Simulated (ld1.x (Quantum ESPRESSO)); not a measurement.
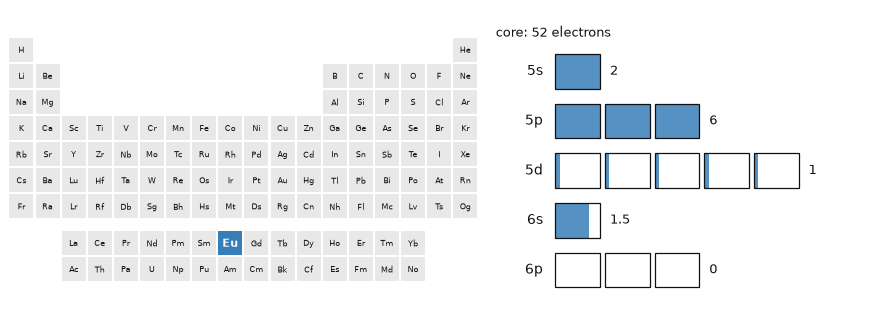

**Figure 1.** Left, the place of europium in the periodic table; right, the valence shells of the reference configuration: a box for each of the 2l + 1 orbitals, shaded by the share of the shell that is filled, with the electron count at the right.

Eu: pseudopotential generation (part 1 of 2)

System: europium (Eu, Z = 63), core [Kr] 4d10 4f6, reference valence 5s2 5p6 5d1 6s1.5 6p0 (an ion of charge +0.5), valence charge 11.
Method: TM potential, PBE, fully relativistic, made with ld1.x (Quantum ESPRESSO) 7.5.

Input file:
```
 &input
   title='Eu', zed=63., rel=2, dft='PBE', iswitch=3,
   config='[Xe] 4f6 5d1 6s1.5 6p0', rel_dist='average',
   nld=5, rlderiv=3.85, eminld=-6.0, emaxld=5.0, deld=0.02
 /
 &inputp
   pseudotype=2, tm=.true., lloc=-1, rcloc=1.80,
   nlcc=.false.,
   file_pseudopw='Eu.UPF', file_wfcaegen='ae.wfc', file_wfcncgen='nc.wfc', file_beta='beta', file_chi='chi'
 /
3
5S  1  0   2.00   0.00  2.20  2.20  0.0
5P  2  1   6.00   0.00  2.20  2.20  0.0
5D  3  2   1.00   0.00  3.55  3.55  0.0
 &test
   configts(1)='5s2 5p6 5d1 6s1.5 6p0'
 /
```

Input of the test run:
```
 &input
   title='Eu', zed=63., rel=2, dft='PBE', iswitch=2,
   config='[Xe] 4f6 5d1 6s1.5 6p0', rel_dist='average'
 /
 &test
   file_pseudo='Eu.UPF', nconf=8,
   configts(1)='5s2 5p6 5d1 6s1.5 6p0',
   configts(2)='5s2 5p6 5d1 6s2 6p0',
   configts(3)='5s2 5p6 5d1 6s1 6p0',
   configts(4)='5s2 5p6 5d1 6s0 6p0',
   configts(5)='5s2 5p6 5d1.5 6s1.5 6p0',
   configts(6)='5s2 5p6 5d2 6s0 6p0',
   configts(7)='5s2 5p6 5d1 6s0 6p1',
   configts(8)='5s2 5p6 5d0 6s2 6p1'
 /
```

Run as:
```bash
ld1.x < Eu.in > Eu.out
```

Output:
```
     Program LD1 v.7.5
     --------------------------- All-electron run ----------------------------

     Eu
     dirac relativistic calculation

     atomic number is 63.00
     dft =PBE   lsd =0 sic =0 latt =0  beta=0.20 tr2=1.0E-14
     Exchange-correlation= PBE
                           (   1   4   3   4   0   0   0)
     mesh =1261 r(mesh) = 100.16965 a.u. xmin = -7.00 dx = 0.01250
     1 Ry =  13.60569312 eV, c = 137.03599908

     n l j   nl                  e(Ry)          e(Ha)          e(eV)
     Spin orbit split results
     1 0 0.5 1S 1( 2.00)     -3552.2753     -1776.1376    -48331.1674
     2 0 0.5 2S 1( 2.00)      -583.6384      -291.8192     -7940.8049
     2 1 0.5 2P 1( 2.00)      -553.6827      -276.8414     -7533.2375
     2 1 1.5 2P 1( 4.00)      -506.0551      -253.0275     -6885.2299
     3 0 0.5 3S 1( 2.00)      -129.0490       -64.5245     -1755.8012
     3 1 0.5 3P 1( 2.00)      -116.1231       -58.0615     -1579.9350
     3 1 1.5 3P 1( 4.00)      -106.4156       -53.2078     -1447.8584
     4 0 0.5 4S 1( 2.00)       -26.2109       -13.1055      -356.6179
     4 1 0.5 4P 1( 2.00)       -21.2152       -10.6076      -288.6468
     4 1 1.5 4P 1( 4.00)       -19.0640        -9.5320      -259.3786
     3 2 1.5 3D 1( 4.00)       -84.0660       -42.0330     -1143.7768
     3 2 2.5 3D 1( 6.00)       -81.9546       -40.9773     -1115.0492
     5 0 0.5 5S 1( 2.00)        -3.7580        -1.8790       -51.1308
     5 1 0.5 5P 1( 2.00)        -2.3859        -1.1930       -32.4620
     5 1 1.5 5P 1( 4.00)        -2.0881        -1.0440       -28.4094
     4 2 1.5 4D 1( 4.00)       -10.8395        -5.4198      -147.4794
     4 2 2.5 4D 1( 6.00)       -10.4519        -5.2259      -142.2050
     4 3 2.5 4F 1( 2.57)        -0.8606        -0.4303       -11.7093
     4 3 3.5 4F 1( 3.43)        -0.8112        -0.4056       -11.0370
     5 2 1.5 5D 1( 0.40)        -0.4111        -0.2055        -5.5928
     5 2 2.5 5D 1( 0.60)        -0.3906        -0.1953        -5.3142
     6 0 0.5 6S 1( 1.50)        -0.4795        -0.2397        -6.5238
     6 1 0.5 6P 1( 0.00)        -0.2677        -0.1338        -3.6416
     6 1 1.5 6P 1( 0.00)        -0.2454        -0.1227        -3.3389
     Averaged results
     1 0     1S 1( 2.00)     -3552.2753     -1776.1376    -48331.1674
     2 0     2S 1( 2.00)      -583.6384      -291.8192     -7940.8049
     2 1     2P 1( 6.00)      -521.9310      -260.9655     -7101.2324
     3 0     3S 1( 2.00)      -129.0490       -64.5245     -1755.8012
     3 1     3P 1( 6.00)      -109.6514       -54.8257     -1491.8840
     4 0     4S 1( 2.00)       -26.2109       -13.1055      -356.6179
     4 1     4P 1( 6.00)       -19.7810        -9.8905      -269.1347
     3 2     3D 1(10.00)       -82.7992       -41.3996     -1126.5402
     5 0     5S 1( 2.00)        -3.7580        -1.8790       -51.1308
     5 1     5P 1( 6.00)        -2.1873        -1.0937       -29.7603
     4 2     4D 1(10.00)       -10.6069        -5.3035      -144.3148
     4 3     4F 1( 6.00)        -0.8324        -0.4162       -11.3251
     5 2     5D 1( 1.00)        -0.3988        -0.1994        -5.4256
     6 0     6S 1( 1.50)        -0.4795        -0.2397        -6.5238
     6 1     6P 1( 0.00)        -0.2528        -0.1264        -3.4398

     final scf error:  3.0E-15 reached in  37 iterations

     Etot =  -21703.887975 Ry,  -10851.943988 Ha, -295296.439364 eV

     Ekin =   23603.220763 Ry,   11801.610381 Ha,  321138.178411 eV
     Encl =  -53223.079525 Ry,  -26611.539763 Ha, -724136.887083 eV
     Eh   =    8401.529138 Ry,    4200.764569 Ha,  114308.627216 eV
     Exc  =    -485.558350 Ry,    -242.779175 Ha,   -6606.357908 eV

     normalization and overlap integrals

     s(1S/1S) =  1.000000  <r> =   0.0223  <r2> =    0.0007  r(max) =   0.0142
     s(2S/2S) =  1.000000  <r> =   0.0946  <r2> =    0.0106  r(max) =   0.0806
     s(2P/2P) =  1.000000  <r> =   0.0791  <r2> =    0.0077  r(max) =   0.0612
     s(2P/2P) =  1.000000  <r> =   0.0858  <r2> =    0.0090  r(max) =   0.0668
     s(3S/3S) =  1.000000  <r> =   0.2492  <r2> =    0.0711  r(max) =   0.2304
     s(3P/3P) =  1.000000  <r> =   0.2388  <r2> =    0.0663  r(max) =   0.2164
     s(3P/3P) =  1.000000  <r> =   0.2517  <r2> =    0.0735  r(max) =   0.2275
     s(4S/4S) =  1.000000  <r> =   0.5652  <r2> =    0.3607  r(max) =   0.5256
     s(4P/4P) =  1.000000  <r> =   0.5781  <r2> =    0.3804  r(max) =   0.5323
     s(4P/4P) =  1.000000  <r> =   0.6071  <r2> =    0.4193  r(max) =   0.5595
     s(3D/3D) =  1.000000  <r> =   0.2236  <r2> =    0.0589  r(max) =   0.1817
     s(3D/3D) =  1.000000  <r> =   0.2276  <r2> =    0.0609  r(max) =   0.1863
     s(5S/5S) =  1.000000  <r> =   1.3601  <r2> =    2.0805  r(max) =   1.2298
     s(5P/5P) =  1.000000  <r> =   1.5250  <r2> =    2.6398  r(max) =   1.3256
     s(5P/5P) =  1.000000  <r> =   1.6179  <r2> =    2.9740  r(max) =   1.4111
     s(4D/4D) =  1.000000  <r> =   0.6454  <r2> =    0.4833  r(max) =   0.5666
     s(4D/4D) =  1.000000  <r> =   0.6556  <r2> =    0.4987  r(max) =   0.5737
     s(4F/4F) =  1.000000  <r> =   0.8867  <r2> =    1.0334  r(max) =   0.5809
     s(4F/4F) =  1.000000  <r> =   0.8992  <r2> =    1.0664  r(max) =   0.5882
     s(5D/5D) =  1.000000  <r> =   2.6544  <r2> =    8.5135  r(max) =   1.9530
     s(5D/5D) =  1.000000  <r> =   2.7310  <r2> =    9.0207  r(max) =   1.9776
     s(6S/6S) =  1.000000  <r> =   3.8652  <r2> =   16.8605  r(max) =   3.3430
     s(6P/6P) =  1.000000  <r> =   4.9105  <r2> =   27.3658  r(max) =   4.1865
     s(6P/6P) =  1.000000  <r> =   5.1791  <r2> =   30.4043  r(max) =   4.4011

     ------------------------ End of All-electron run ------------------------

     --------------------- Generating NC pseudopotential ---------------------

      Generating local potential from pseudized AE potential:
      Matching radius rcloc =   1.8000

      Local pseudo, rcloc= 1.789 Estimated cut-off energy=     7.73 Ry

     Fully relativistic calculation: |psi|^2

     Wfc 5S LC norm =  0.99973971 SC norm =  0.00026029 missing  0.00000000

     Wfc 5P LC norm =  0.99979312 SC norm =  0.00020687 missing  0.00000001

     Wfc 5P LC norm =  0.99981510 SC norm =  0.00018488 missing  0.00000003

     Wfc 5D LC norm =  0.99992880 SC norm =  0.00007118 missing  0.00000002

     Wfc 5D LC norm =  0.99993273 SC norm =  0.00006583 missing  0.00000144

      Wfc   5S  rcut= 2.186  Using Troullier-Martins method

      Wfc   5P  rcut= 2.186  Using Troullier-Martins method

      Wfc   5P  rcut= 2.186  Using Troullier-Martins method

      Wfc   5D  rcut= 3.514  Using Troullier-Martins method

      Wfc   5D  rcut= 3.514  Using Troullier-Martins method

     ------------------- End of pseudopotential generation -------------------

     --------------------------- All-electron run ----------------------------

     Eu
     dirac relativistic calculation

     atomic number is 63.00
     dft =PBE   lsd =0 sic =0 latt =0  beta=0.20 tr2=1.0E-14
     Exchange-correlation= PBE
                           (   1   4   3   4   0   0   0)
     mesh =1261 r(mesh) = 100.16965 a.u. xmin = -7.00 dx = 0.01250
     1 Ry =  13.60569312 eV, c = 137.03599908

     n l j   nl                  e(Ry)          e(Ha)          e(eV)
     Spin orbit split results
     1 0 0.5 1S 1( 2.00)     -3552.2753     -1776.1376    -48331.1674
     2 0 0.5 2S 1( 2.00)      -583.6384      -291.8192     -7940.8049
     2 1 0.5 2P 1( 2.00)      -553.6827      -276.8414     -7533.2375
     2 1 1.5 2P 1( 4.00)      -506.0551      -253.0275     -6885.2299
     3 0 0.5 3S 1( 2.00)      -129.0490       -64.5245     -1755.8012
     3 1 0.5 3P 1( 2.00)      -116.1231       -58.0615     -1579.9350
     3 1 1.5 3P 1( 4.00)      -106.4156       -53.2078     -1447.8584
     4 0 0.5 4S 1( 2.00)       -26.2109       -13.1055      -356.6179
     4 1 0.5 4P 1( 2.00)       -21.2152       -10.6076      -288.6468
     4 1 1.5 4P 1( 4.00)       -19.0640        -9.5320      -259.3786
     3 2 1.5 3D 1( 4.00)       -84.0660       -42.0330     -1143.7768
     3 2 2.5 3D 1( 6.00)       -81.9546       -40.9773     -1115.0492
     5 0 0.5 5S 1( 2.00)        -3.7580        -1.8790       -51.1308
     5 1 0.5 5P 1( 2.00)        -2.3859        -1.1930       -32.4620
     5 1 1.5 5P 1( 4.00)        -2.0881        -1.0440       -28.4094
     4 2 1.5 4D 1( 4.00)       -10.8395        -5.4198      -147.4794
     4 2 2.5 4D 1( 6.00)       -10.4519        -5.2259      -142.2050
     4 3 2.5 4F 1( 2.57)        -0.8606        -0.4303       -11.7093
     4 3 3.5 4F 1( 3.43)        -0.8112        -0.4056       -11.0370
     5 2 1.5 5D 1( 0.40)        -0.4111        -0.2055        -5.5928
     5 2 2.5 5D 1( 0.60)        -0.3906        -0.1953        -5.3142
     6 0 0.5 6S 1( 1.50)        -0.4795        -0.2397        -6.5238
     6 1 0.5 6P 1( 0.00)        -0.2677        -0.1338        -3.6416
     6 1 1.5 6P 1( 0.00)        -0.2454        -0.1227        -3.3389
     Averaged results
     1 0     1S 1( 2.00)     -3552.2753     -1776.1376    -48331.1674
     2 0     2S 1( 2.00)      -583.6384      -291.8192     -7940.8049
     2 1     2P 1( 6.00)      -521.9310      -260.9655     -7101.2324
     3 0     3S 1( 2.00)      -129.0490       -64.5245     -1755.8012
     3 1     3P 1( 6.00)      -109.6514       -54.8257     -1491.8840
     4 0     4S 1( 2.00)       -26.2109       -13.1055      -356.6179
     4 1     4P 1( 6.00)       -19.7810        -9.8905      -269.1347
     3 2     3D 1(10.00)       -82.7992       -41.3996     -1126.5402
     5 0     5S 1( 2.00)        -3.7580        -1.8790       -51.1308
     5 1     5P 1( 6.00)        -2.1873        -1.0937       -29.7603
     4 2     4D 1(10.00)       -10.6069        -5.3035      -144.3148
     4 3     4F 1( 6.00)        -0.8324        -0.4162       -11.3251
     5 2     5D 1( 1.00)        -0.3988        -0.1994        -5.4256
     6 0     6S 1( 1.50)        -0.4795        -0.2397        -6.5238
     6 1     6P 1( 0.00)        -0.2528        -0.1264        -3.4398

     final scf error:  3.0E-15 reached in  37 iterations

     Etot =  -21703.887975 Ry,  -10851.943988 Ha, -295296.439364 eV

     Ekin =   23603.220763 Ry,   11801.610381 Ha,  321138.178411 eV
     Encl =  -53223.079525 Ry,  -26611.539763 Ha, -724136.887083 eV
     Eh   =    8401.529138 Ry,    4200.764569 Ha,  114308.627216 eV
     Exc  =    -485.558350 Ry,    -242.779175 Ha,   -6606.357908 eV

     normalization and overlap integrals

     s(1S/1S) =  1.000000  <r> =   0.0223  <r2> =    0.0007  r(max) =   0.0142
     s(2S/2S) =  1.000000  <r> =   0.0946  <r2> =    0.0106  r(max) =   0.0806
     s(2P/2P) =  1.000000  <r> =   0.0791  <r2> =    0.0077  r(max) =   0.0612
     s(2P/2P) =  1.000000  <r> =   0.0858  <r2> =    0.0090  r(max) =   0.0668
     s(3S/3S) =  1.000000  <r> =   0.2492  <r2> =    0.0711  r(max) =   0.2304
     s(3P/3P) =  1.000000  <r> =   0.2388  <r2> =    0.0663  r(max) =   0.2164
     s(3P/3P) =  1.000000  <r> =   0.2517  <r2> =    0.0735  r(max) =   0.2275
     s(4S/4S) =  1.000000  <r> =   0.5652  <r2> =    0.3607  r(max) =   0.5256
     s(4P/4P) =  1.000000  <r> =   0.5781  <r2> =    0.3804  r(max) =   0.5323
     s(4P/4P) =  1.000000  <r> =   0.6071  <r2> =    0.4193  r(max) =   0.5595
     s(3D/3D) =  1.000000  <r> =   0.2236  <r2> =    0.0589  r(max) =   0.1817
     s(3D/3D) =  1.000000  <r> =   0.2276  <r2> =    0.0609  r(max) =   0.1863
     s(5S/5S) =  1.000000  <r> =   1.3601  <r2> =    2.0805  r(max) =   1.2298
     s(5P/5P) =  1.000000  <r> =   1.5250  <r2> =    2.6398  r(max) =   1.3256
     s(5P/5P) =  1.000000  <r> =   1.6179  <r2> =    2.9740  r(max) =   1.4111
     s(4D/4D) =  1.000000  <r> =   0.6454  <r2> =    0.4833  r(max) =   0.5666
     s(4D/4D) =  1.000000  <r> =   0.6556  <r2> =    0.4987  r(max) =   0.5737
     s(4F/4F) =  1.000000  <r> =   0.8867  <r2> =    1.0334  r(max) =   0.5809
     s(4F/4F) =  1.000000  <r> =   0.8992  <r2> =    1.0664  r(max) =   0.5882
     s(5D/5D) =  1.000000  <r> =   2.6544  <r2> =    8.5135  r(max) =   1.9530
     s(5D/5D) =  1.000000  <r> =   2.7310  <r2> =    9.0207  r(max) =   1.9776
     s(6S/6S) =  1.000000  <r> =   3.8652  <r2> =   16.8605  r(max) =   3.3430
     s(6P/6P) =  1.000000  <r> =   4.9105  <r2> =   27.3658  r(max) =   4.1865
     s(6P/6P) =  1.000000  <r> =   5.1791  <r2> =   30.4043  r(max) =   4.4011

     ------------------------ End of All-electron run ------------------------

     Computing logarithmic derivative in   3.85988

       Warning: n=1, l=0 expected 0 nodes, found 1
       Setting wfc to zero for this iteration
       (This warning will only be printed once per wavefunction)

     Computing logarithmic derivative in   3.85988
     Computing the partial wave expansion
     R is outside the sphere for l=    0 j= 0.50
     R is outside the sphere for l=    1 j= 0.50
     R is outside the sphere for l=    1 j= 1.50
     R is outside the sphere for l=    2 j= 1.50
     R is outside the sphere for l=    2 j= 2.50

     ---------------------- Testing the pseudopotential ----------------------

     Eu
     dirac relativistic calculation

     atomic number is 63.00   valence charge is 11.00
     dft =PBE   lsd =0 sic =0 latt =0  beta=0.20 tr2=1.0E-14
     mesh =1261 r(mesh) = 100.16965 xmin = -7.00 dx = 0.01250

     n l  j  nl             e AE (Ry)       e PS (Ry)    De AE-PS (Ry)
     1 0 0.5 5S   1( 2.00)       -3.75805       -3.75805       -0.00000
     2 1 0.5 5P   1( 2.00)       -2.38591       -2.38591        0.00000
     2 1 1.5 5P   1( 4.00)       -2.08805       -2.08806        0.00000
     3 2 1.5 5D   1( 0.40)       -0.41106       -0.41106       -0.00000
     3 2 2.5 5D   1( 0.60)       -0.39059       -0.39059        0.00000
     2 0 0.5 6S   1( 1.50)       -0.47949       -0.54866        0.06916  !
     3 1 0.5 6P   1( 0.00)       -0.26766       -0.27097        0.00331
     3 1 1.5 6P   1( 0.00)       -0.24540       -0.24812        0.00272

     eps = 9.9E-16  iter = 13

     Etot =  -21703.887975 Ry,  -10851.943988 Ha, -295296.439364 eV
     Etotps =   -73.883875 Ry,     -36.941938 Ha,   -1005.241334 eV

     Ekin =      19.212886 Ry,       9.606443 Ha,     261.404628 eV
     Encl =    -152.088014 Ry,     -76.044007 Ha,   -2069.262842 eV
     Ehrt =      54.730672 Ry,      27.365336 Ha,     744.648722 eV
     Ecxc =      -9.091819 Ry,      -4.545910 Ha,    -123.700505 eV
     Epseu=      13.352400 Ry,       6.676200 Ha,     181.668663 eV

     ---------------------- End of pseudopotential test ----------------------
```

Output of the test run (extracts):
```
     ---------------------- Testing the pseudopotential ----------------------

     Eu
     dirac relativistic calculation

     atomic number is 63.00   valence charge is 11.00
     dft =PBE   lsd =0 sic =0 latt =0  beta=0.20 tr2=1.0E-14
     mesh =1261 r(mesh) = 100.16965 xmin = -7.00 dx = 0.01250

     n l  j  nl             e AE (Ry)       e PS (Ry)    De AE-PS (Ry)
     1 0 0.5 5S   1( 2.00)       -3.75805       -3.75805       -0.00000
     2 1 0.5 5P   1( 2.00)       -2.38591       -2.38591        0.00000
     2 1 1.5 5P   1( 4.00)       -2.08805       -2.08806        0.00000
     3 2 1.5 5D   1( 0.40)       -0.41106       -0.41106       -0.00000
     3 2 2.5 5D   1( 0.60)       -0.39059       -0.39059        0.00000
     2 0 0.5 6S   1( 1.50)       -0.47949       -0.54866        0.06916  !
     3 1 0.5 6P   1( 0.00)       -0.26766       -0.27097        0.00331
     3 1 1.5 6P   1( 0.00)       -0.24540       -0.24812        0.00272

     eps = 5.0E-15  iter = 12

     Etot =  -21703.887975 Ry,  -10851.943988 Ha, -295296.439364 eV
     Etotps =   -73.883875 Ry,     -36.941938 Ha,   -1005.241336 eV

     Ekin =      19.212885 Ry,       9.606443 Ha,     261.404624 eV
     Encl =    -152.088013 Ry,     -76.044007 Ha,   -2069.262836 eV
     Ehrt =      54.730671 Ry,      27.365336 Ha,     744.648719 eV
     Ecxc =      -9.091819 Ry,      -4.545910 Ha,    -123.700504 eV
     Epseu=      13.352400 Ry,       6.676200 Ha,     181.668661 eV

     ---------------------- End of pseudopotential test ----------------------

     ---------------------- Testing the pseudopotential ----------------------

     Eu
     dirac relativistic calculation

     atomic number is 63.00   valence charge is 11.00
     dft =PBE   lsd =0 sic =0 latt =0  beta=0.20 tr2=1.0E-14
     mesh =1261 r(mesh) = 100.16965 xmin = -7.00 dx = 0.01250

     n l  j  nl             e AE (Ry)       e PS (Ry)    De AE-PS (Ry)
     1 0 0.5 5S   1( 2.00)       -3.53860       -3.51539       -0.02322  !
     2 1 0.5 5P   1( 2.00)       -2.16644       -2.14555       -0.02089  !
     2 1 1.5 5P   1( 4.00)       -1.86867       -1.84871       -0.01996  !
     3 2 1.5 5D   1( 0.40)       -0.20541       -0.19334       -0.01207  !
     3 2 2.5 5D   1( 0.60)       -0.18645       -0.17485       -0.01161  !
     2 0 0.5 6S   1( 2.00)       -0.29837       -0.34878        0.05041  !
     3 1 0.5 6P   1( 0.00)       -0.11009       -0.10840       -0.00169
     3 1 1.5 6P   1( 0.00)       -0.09333       -0.09162       -0.00171

     eps = 7.7E-15  iter = 15

     Etot =  -21704.081897 Ry,  -10852.040949 Ha, -295299.077807 eV
     Etotps =   -74.107460 Ry,     -37.053730 Ha,   -1008.283366 eV
     dEtot_ae =      -0.193922 Ry
     dEtot_ps =      -0.223585 Ry,   Delta E=       0.029663 Ry

     Ekin =      19.251596 Ry,       9.625798 Ha,     261.931305 eV
     Encl =    -154.883826 Ry,     -77.441913 Ha,   -2107.301802 eV
     Ehrt =      57.268867 Ry,      28.634433 Ha,     779.182625 eV
     Ecxc =      -9.246315 Ry,      -4.623158 Ha,    -125.802527 eV
     Epseu=      13.502218 Ry,       6.751109 Ha,     183.707034 eV

     ---------------------- End of pseudopotential test ----------------------

     ---------------------- Testing the pseudopotential ----------------------

     Eu
     dirac relativistic calculation

     atomic number is 63.00   valence charge is 11.00
     dft =PBE   lsd =0 sic =0 latt =0  beta=0.20 tr2=1.0E-14
     mesh =1261 r(mesh) = 100.16965 xmin = -7.00 dx = 0.01250

     n l  j  nl             e AE (Ry)       e PS (Ry)    De AE-PS (Ry)
     1 0 0.5 5S   1( 2.00)       -3.99953       -4.03138        0.03185  !
     2 1 0.5 5P   1( 2.00)       -2.62702       -2.65518        0.02817  !
     2 1 1.5 5P   1( 4.00)       -2.32878       -2.35544        0.02666  !
     3 2 1.5 5D   1( 0.40)       -0.63479       -0.65126        0.01647  !
     3 2 2.5 5D   1( 0.60)       -0.61275       -0.62876        0.01601  !
     2 0 0.5 6S   1( 1.00)       -0.67212       -0.76706        0.09494  !
     3 1 0.5 6P   1( 0.00)       -0.43776       -0.44946        0.01170  !
     3 1 1.5 6P   1( 0.00)       -0.41020       -0.42070        0.01050  !

     eps = 5.1E-15  iter = 14

     Etot =  -21703.600507 Ry,  -10851.800254 Ha, -295292.528163 eV
     Etotps =   -73.555745 Ry,     -36.777872 Ha,   -1000.776893 eV
     dEtot_ae =       0.287468 Ry
     dEtot_ps =       0.328130 Ry,   Delta E=      -0.040663 Ry

     Ekin =      19.103985 Ry,       9.551992 Ha,     259.922954 eV
     Encl =    -148.883764 Ry,     -74.441882 Ha,   -2025.666798 eV
     Ehrt =      52.010518 Ry,      26.005259 Ha,     707.639145 eV
     Ecxc =      -8.920597 Ry,      -4.460298 Ha,    -121.370903 eV
     Epseu=      13.134113 Ry,       6.567056 Ha,     178.698708 eV

     ---------------------- End of pseudopotential test ----------------------
```

(Continued in part 2.) Outcome of the run: generated; the pseudo-atom misses its reference levels by up to 0.94 eV (6s, which has no pseudo-wave of its own); ld1.x warns of wrong node counts.
